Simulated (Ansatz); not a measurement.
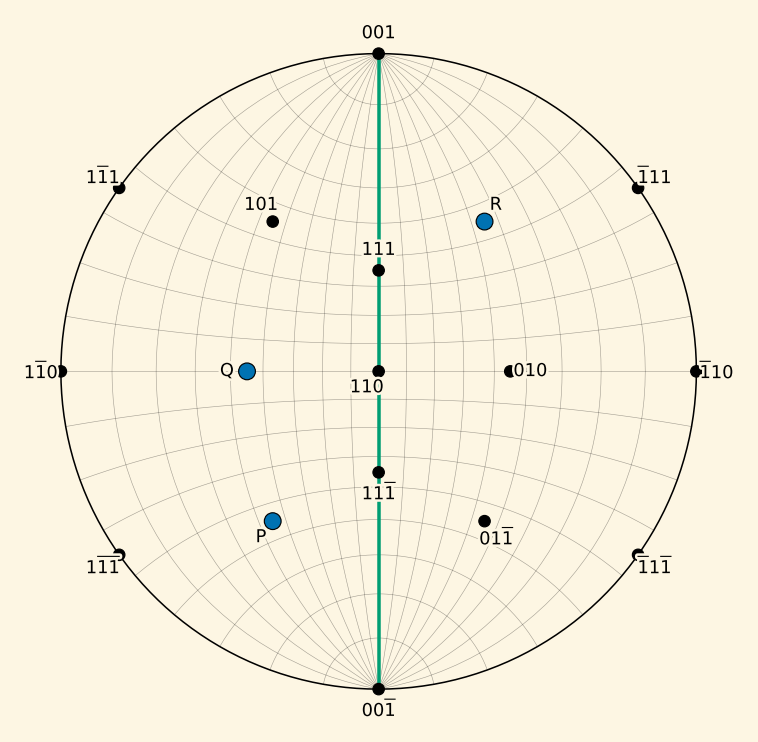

Stereographic projection of plane normals (upper hemisphere) centred on (1 1 0). Crystal: GdB, the end point of a relaxation with DFT PBE, scalar-relativistic, plane waves, PAW (Ansatz); the starting structure was generated, so it need not be a known form of this composition. Symmetry computed with spglib at a tolerance of 0.002 Å; standard conventional cell.

a = 3.245 Å, b = 3.245 Å, c = 3.245 Å, α = 90.00°, β = 90.00°, γ = 90.00°.

Index the poles marked P, Q, R.

Answer. P is (1 0 −1), 60.0° from the centre; Q is (1 0 0), 45.0° from the centre; R is (0 1 1), 60.0° from the centre.

Which zone does the coloured great circle trace?

Answer. The zone [1 −1 0]: its poles satisfy h − k = 0.

What is the angle between the normals of (1 0 0) and (0 1 0), and what are their d_hkl = 1/|g|?

Answer. 90.0°; d = 3.245 Å and 3.245 Å.
